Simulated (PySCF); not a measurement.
Dissociation curve of BCl, singlet.

RKS-B3LYP = restricted B3LYP/cc-pVTZ in PySCF; UKS-r2SCAN = unrestricted r2SCAN/cc-pVTZ (PySCF); RKS-M06-2X = restricted M06-2X/cc-pVTZ in PySCF.

Magnitude of the dipole moment (D; its direction can reverse along the curve, and a method can change to another solution) and Mulliken charge of the fragment that holds B1:

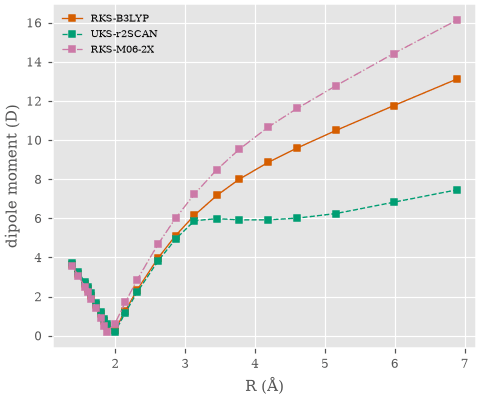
Figure. Dipole moment against bond length.

```json
[
 {"R / Å": "1.38", "μ RKS-B3LYP": "3.59", "q RKS-B3LYP": "-0.58", "μ UKS-r2SCAN": "3.73", "q UKS-r2SCAN": "-0.55", "μ RKS-M06-2X": "3.55", "q RKS-M06-2X": "-0.55"},
 {"R / Å": "1.47", "μ RKS-B3LYP": "3.13", "q RKS-B3LYP": "-0.42", "μ UKS-r2SCAN": "3.26", "q UKS-r2SCAN": "-0.39", "μ RKS-M06-2X": "3.06", "q RKS-M06-2X": "-0.40"},
 {"R / Å": "1.56", "μ RKS-B3LYP": "2.62", "q RKS-B3LYP": "-0.28", "μ UKS-r2SCAN": "2.73", "q UKS-r2SCAN": "-0.26", "μ RKS-M06-2X": "2.51", "q RKS-M06-2X": "-0.26"},
 {"R / Å": "1.60", "μ RKS-B3LYP": "2.37", "q RKS-B3LYP": "-0.22", "μ UKS-r2SCAN": "2.48", "q UKS-r2SCAN": "-0.20", "μ RKS-M06-2X": "2.24", "q RKS-M06-2X": "-0.20"},
 {"R / Å": "1.65", "μ RKS-B3LYP": "2.05", "q RKS-B3LYP": "-0.15", "μ UKS-r2SCAN": "2.16", "q UKS-r2SCAN": "-0.14", "μ RKS-M06-2X": "1.90", "q RKS-M06-2X": "-0.14"},
 {"R / Å": "1.72", "μ RKS-B3LYP": "1.59", "q RKS-B3LYP": "-0.07", "μ UKS-r2SCAN": "1.69", "q UKS-r2SCAN": "-0.06", "μ RKS-M06-2X": "1.40", "q RKS-M06-2X": "-0.05"},
 {"R / Å": "1.79", "μ RKS-B3LYP": "1.11", "q RKS-B3LYP": "0.00", "μ UKS-r2SCAN": "1.21", "q UKS-r2SCAN": "0.00", "μ RKS-M06-2X": "0.88", "q RKS-M06-2X": "0.02"},
 {"R / Å": "1.84", "μ RKS-B3LYP": "0.77", "q RKS-B3LYP": "0.05", "μ UKS-r2SCAN": "0.86", "q UKS-r2SCAN": "0.04", "μ RKS-M06-2X": "0.51", "q RKS-M06-2X": "0.06"},
 {"R / Å": "1.88", "μ RKS-B3LYP": "0.49", "q RKS-B3LYP": "0.08", "μ UKS-r2SCAN": "0.58", "q UKS-r2SCAN": "0.07", "μ RKS-M06-2X": "0.21", "q RKS-M06-2X": "0.09"},
 {"R / Å": "1.99", "μ RKS-B3LYP": "0.27", "q RKS-B3LYP": "0.15", "μ UKS-r2SCAN": "0.18", "q UKS-r2SCAN": "0.14", "μ RKS-M06-2X": "0.61", "q RKS-M06-2X": "0.17"},
 {"R / Å": "2.14", "μ RKS-B3LYP": "1.27", "q RKS-B3LYP": "0.23", "μ UKS-r2SCAN": "1.17", "q UKS-r2SCAN": "0.22", "μ RKS-M06-2X": "1.70", "q RKS-M06-2X": "0.25"},
 {"R / Å": "2.31", "μ RKS-B3LYP": "2.33", "q RKS-B3LYP": "0.30", "μ UKS-r2SCAN": "2.22", "q UKS-r2SCAN": "0.28", "μ RKS-M06-2X": "2.86", "q RKS-M06-2X": "0.33"},
 {"R / Å": "2.61", "μ RKS-B3LYP": "3.97", "q RKS-B3LYP": "0.37", "μ UKS-r2SCAN": "3.82", "q UKS-r2SCAN": "0.36", "μ RKS-M06-2X": "4.68", "q RKS-M06-2X": "0.42"},
 {"R / Å": "2.86", "μ RKS-B3LYP": "5.11", "q RKS-B3LYP": "0.41", "μ UKS-r2SCAN": "4.93", "q UKS-r2SCAN": "0.40", "μ RKS-M06-2X": "6.00", "q RKS-M06-2X": "0.47"},
 {"R / Å": "3.13", "μ RKS-B3LYP": "6.15", "q RKS-B3LYP": "0.43", "μ UKS-r2SCAN": "5.88", "q UKS-r2SCAN": "0.42", "μ RKS-M06-2X": "7.24", "q RKS-M06-2X": "0.51"},
 {"R / Å": "3.45", "μ RKS-B3LYP": "7.17", "q RKS-B3LYP": "0.45", "μ UKS-r2SCAN": "5.98", "q UKS-r2SCAN": "0.37", "μ RKS-M06-2X": "8.48", "q RKS-M06-2X": "0.53"},
 {"R / Å": "3.77", "μ RKS-B3LYP": "7.99", "q RKS-B3LYP": "0.45", "μ UKS-r2SCAN": "5.92", "q UKS-r2SCAN": "0.33", "μ RKS-M06-2X": "9.52", "q RKS-M06-2X": "0.54"},
 {"R / Å": "4.19", "μ RKS-B3LYP": "8.87", "q RKS-B3LYP": "0.45", "μ UKS-r2SCAN": "5.92", "q UKS-r2SCAN": "0.30", "μ RKS-M06-2X": "10.67", "q RKS-M06-2X": "0.54"},
 {"R / Å": "4.60", "μ RKS-B3LYP": "9.59", "q RKS-B3LYP": "0.44", "μ UKS-r2SCAN": "6.01", "q UKS-r2SCAN": "0.28", "μ RKS-M06-2X": "11.62", "q RKS-M06-2X": "0.53"},
 {"R / Å": "5.16", "μ RKS-B3LYP": "10.50", "q RKS-B3LYP": "0.43", "μ UKS-r2SCAN": "6.24", "q UKS-r2SCAN": "0.26", "μ RKS-M06-2X": "12.79", "q RKS-M06-2X": "0.52"},
 {"R / Å": "5.98", "μ RKS-B3LYP": "11.76", "q RKS-B3LYP": "0.41", "μ UKS-r2SCAN": "6.82", "q UKS-r2SCAN": "0.24", "μ RKS-M06-2X": "14.42", "q RKS-M06-2X": "0.51"},
 {"R / Å": "6.89", "μ RKS-B3LYP": "13.12", "q RKS-B3LYP": "0.40", "μ UKS-r2SCAN": "7.46", "q UKS-r2SCAN": "0.23", "μ RKS-M06-2X": "16.14", "q RKS-M06-2X": "0.49"}
]
```

At the longest distance RKS-B3LYP, UKS-r2SCAN, RKS-M06-2X leaves fractional charges on the fragments, a sign of delocalisation error or of the restricted form. The restricted form behind RKS-B3LYP, RKS-M06-2X keeps the bonding electrons paired and can't separate into open-shell fragments. The unrestricted determinant behind UKS-r2SCAN is spin-contaminated at 3.13 to 6.89 Å (<S²> up to 0.8, against 0.00 for a pure singlet).
